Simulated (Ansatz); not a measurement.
CSTe

Input

```
crystal:
  periodic: [false, false, false]
  atoms:
    - {symbol: C, position_ang: [0.169254, 1.083466, -0.790244]}
    - {symbol: S, position_ang: [0.342649, 0.674924, 0.796510]}
    - {symbol: Te, position_ang: [-0.496434, -1.027320, -0.801346]}
basis:
  gaussian: {orbitals: def2-TZVPD}
output: {forces: true, orbitals: {seedname: orbitals}}
hamiltonian: {xc: {name: PBE0}}
```

Launched as:

```sh
ansatz run input.yaml --threads 2 --pin off --max-ram 4350MiB --events-out events.jsonl --progress --plain --runs-dir runs
```

Geometry: B3LYP-D4/def2-TZVP; core potentials replace the inner electrons of Te.

The calculation used Ansatz 0.2.0, isolated molecule in a Gaussian basis; Kohn-Sham density functional theory, functional PBE0.

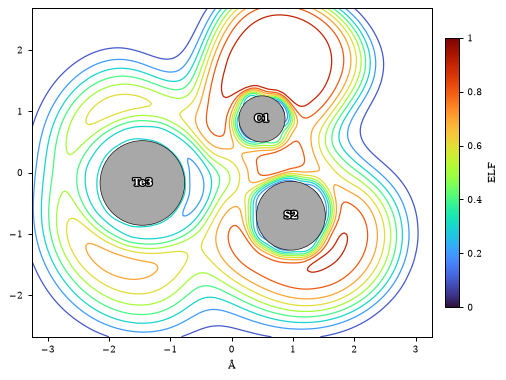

Figure 1. Electron localisation function on the molecular plane. Grey discs cover the atomic cores.

Interpret the plot.

Atoms in the plane: C, S and Te.
C–S (1.65 Å): the ELF peaks at about 0.90 between the atoms; localised, covalent bonding.
C–Te (2.21 Å): the ELF peaks at about 0.80 in the valence shell of C, 0.7 Å from its nucleus, and drops to about 0.20 between the two atoms.
Te–S (2.48 Å): the ELF peaks at about 0.70 in the valence shell of S, 0.9 Å from its nucleus, and drops to about 0.15 between the two atoms.
The ELF also peaks beside S2 and C1, away from the bonds: lone-pair regions.

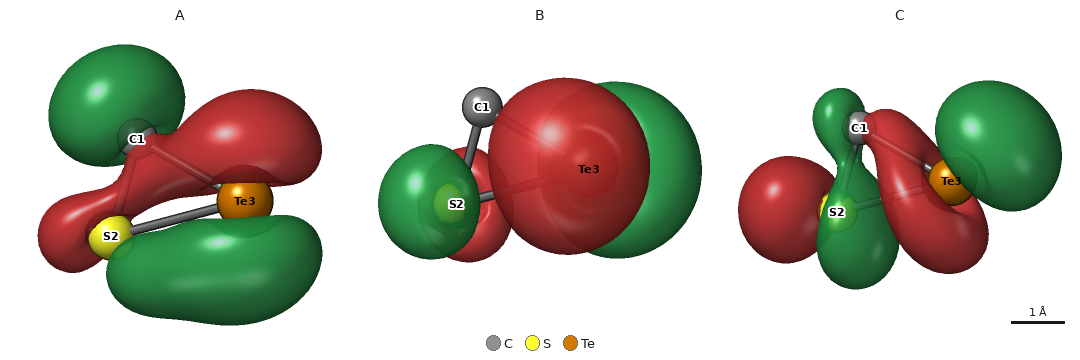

Figure 2. Three frontier orbitals at ±0.1 Å⁻³ᐟ² (green and red are the two phases), in no order.

Order the three orbitals by energy and name them.

A is the HOMO−1 (−7.21 eV). Its weight (Hirshfeld) is mainly on Te3 (about 45 %), C1 (about 40 %) and S2 (about 15 %); it is symmetric in the molecular plane (an in-plane orbital: σ, lone-pair or in-plane π type). B is the HOMO (−6.47 eV). Its weight (Hirshfeld) is mainly on Te3 (about 80 %) and S2 (about 15 %); it changes sign across the molecular plane (π type). C is the LUMO (−3.16 eV). Its weight (Hirshfeld) is mainly on Te3 (about 55 %), S2 (about 40 %) and C1 (about 5 %); it is symmetric in the molecular plane (an in-plane orbital: σ, lone-pair or in-plane π type).

What is the HOMO–LUMO gap?

3.31 eV between the orbital energies.

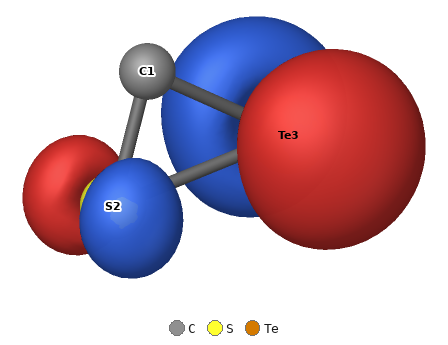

Figure 3. The HOMO at ±0.15 Å⁻³ᐟ² (blue and red are the two phases), seen at a tilt.

Where does this orbital lie, and at what energy?

By Hirshfeld shares it lies mainly on Te3 (about 80 %) and S2 (about 15 %); it changes sign across the molecular plane (π type). Its energy is −6.47 eV.
